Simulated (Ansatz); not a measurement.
Take MgB2 (space group P6/mmm, No. 191; a = 3.064 Å, c = 3.498 Å; relaxed with 0.1 eV smearing) as the base.

Structures relaxed with DFT with PBEsol, PAW potentials and a 420 eV plane-wave cutoff in Ansatz (a program for electronic structure), without spin-orbit coupling.

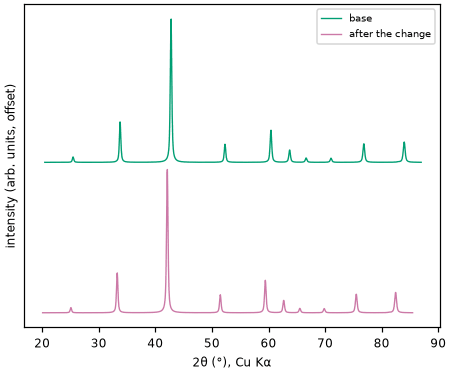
*Simulated powder patterns before (top) and after one change*

Problem. Which of these changes matches the shifts?
A) isotropic strain −1.50 %
B) isotropic strain +1.50 %
C) isotropic strain −1.00 %
D) isotropic strain +0.50 %

Solution. B, isotropic strain +1.50 %. Its volume per atom is 9.91 Å³ against 9.48 Å³, and its space group is P6/mmm (No. 191).

Whether these cells are dynamically stable was not tested. The final runs are not spin-polarised.
